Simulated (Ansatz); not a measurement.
A relaxed structure of SrVO$_{3}$. Space group Pm-3m (No. 221), cubic perovskite type. Computed with PBEsol (plane waves to 420 eV, PAW, scalar-relativistic; Ansatz, a program for electronic structure).

```cif
data_O3SrV
_chemical_formula_sum 'Sr1 V1 O3'
_space_group_name_H-M_alt 'Pm-3m'
_space_group_IT_number 221
_space_group_name_Hall '-P 4 2 3'
_cell_length_a 3.80931
_cell_length_b 3.80931
_cell_length_c 3.80931
_cell_angle_alpha 90.000
_cell_angle_beta 90.000
_cell_angle_gamma 90.000
loop_
_atom_site_label
_atom_site_type_symbol
_atom_site_symmetry_multiplicity
_atom_site_Wyckoff_symbol
_atom_site_fract_x
_atom_site_fract_y
_atom_site_fract_z
_atom_site_occupancy
Sr1 Sr 1 b 0.50000 0.50000 0.50000 1
V1 V 1 a 0.00000 0.00000 0.00000 1
O1 O 3 d 0.00000 0.00000 0.50000 1
```

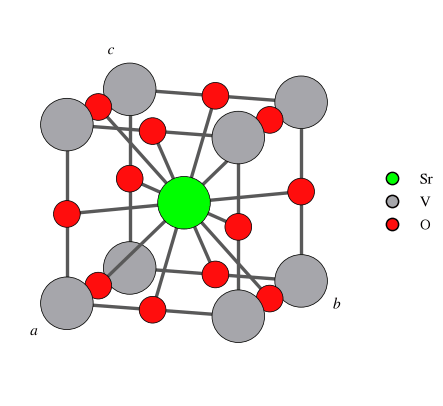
*The conventional cell of the relaxed structure*

| Quantity | Value |
|---|---|
| Volume per atom | 11.06 Å³ |
| Band gap | zero (metallic) |
| Magnetic moment | zero (the starting moments vanished) |
| Shortest distances | O–V 1.90 Å; O–Sr 2.69 Å; O–O 2.69 Å; Sr–V 3.30 Å |
| k-mesh | 12×12×12 |

Band energies at high-symmetry points (eV from the Fermi level; labels of this space group; no spin-orbit coupling), from −5 eV up to 1.1 eV:

| point | energies |
|---|---|
| Γ | -3.43 -3.43 -3.43 -2.51 -2.51 -2.51 -1.05 -1.05 -1.05 |
| X | -4.78 -4.77 -4.77 -4.34 -2.98 -2.98 -0.91 1.00 1.00 |
| M | -4.25 -3.77 -3.77 -2.24 0.98 0.98 |
| R | -2.14 -2.14 -2.14 |

No spin polarisation in the result: the starting moments vanished. The relaxed primitive cell holds an odd number of electrons. A magnetic state may lie lower. No Hubbard U is applied.

The run could not lose the symmetry of its start.
